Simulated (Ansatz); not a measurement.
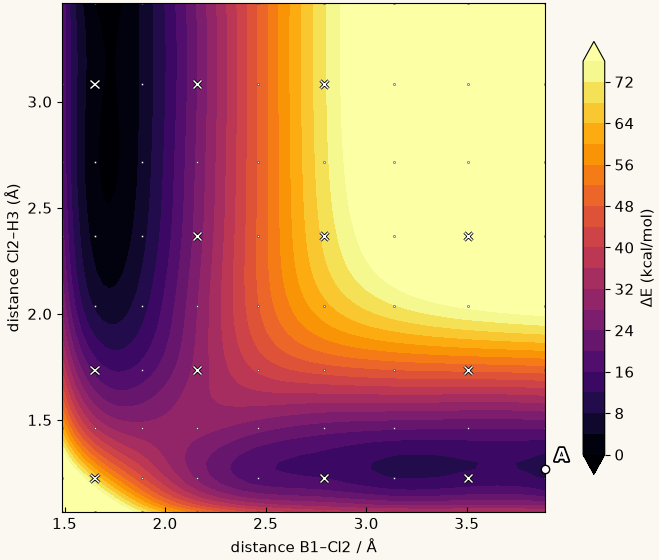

The system B + ClH, spin multiplicity 2. The first coordinate is: distance B1–Cl2; the second: distance Cl2–H3. Nothing is relaxed (the angle B1–Cl2–H3 is fixed at 180 degrees). Grid: 9 × 9 points. At 12 points there is no value. Points are written as (first, second). Energies: kcal/mol, counted from the lowest grid point. In part of the range the unrestricted reference is strongly spin-contaminated. Level of theory: UKS BHLYP-D4/aug-cc-pVTZ in Ansatz.

Drawn: filled contours, crosses at grid points without a value, dots at the grid points, one colour for all values above the top of the scale, the point A. Between grid points the surface is interpolated.

### Find the lowest path from A to the other arm of the map, and its barrier.

The easiest path runs from the side where the first distance is long, (3.888 Å, 1.225 Å), to the side where the second distance is long, about (1.72 Å, 3.46 Å). Its highest point, at about (2.06 Å, 1.47 Å), lies about 19 kcal/mol above the start and 31 kcal/mol above the end on the interpolated surface. An end on the edge of the scan is no minimum, so the barrier from there is a lower bound.

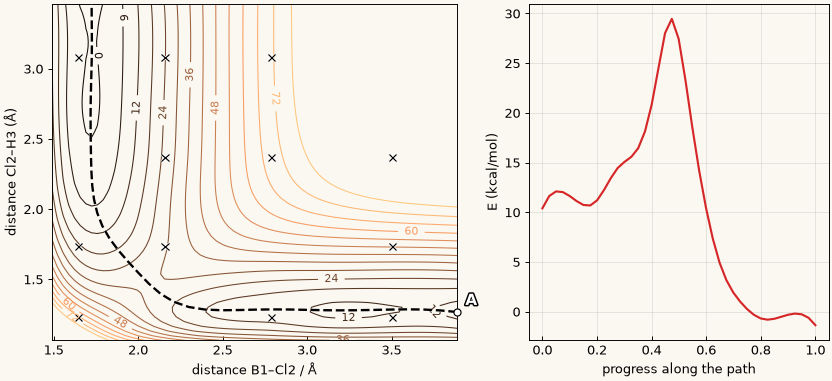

In the figure: contour lines labelled in kcal/mol (none above 78), crosses at grid points without a value, a line along the lowest path, the energy along the path at the right. Between grid points the surface is interpolated.
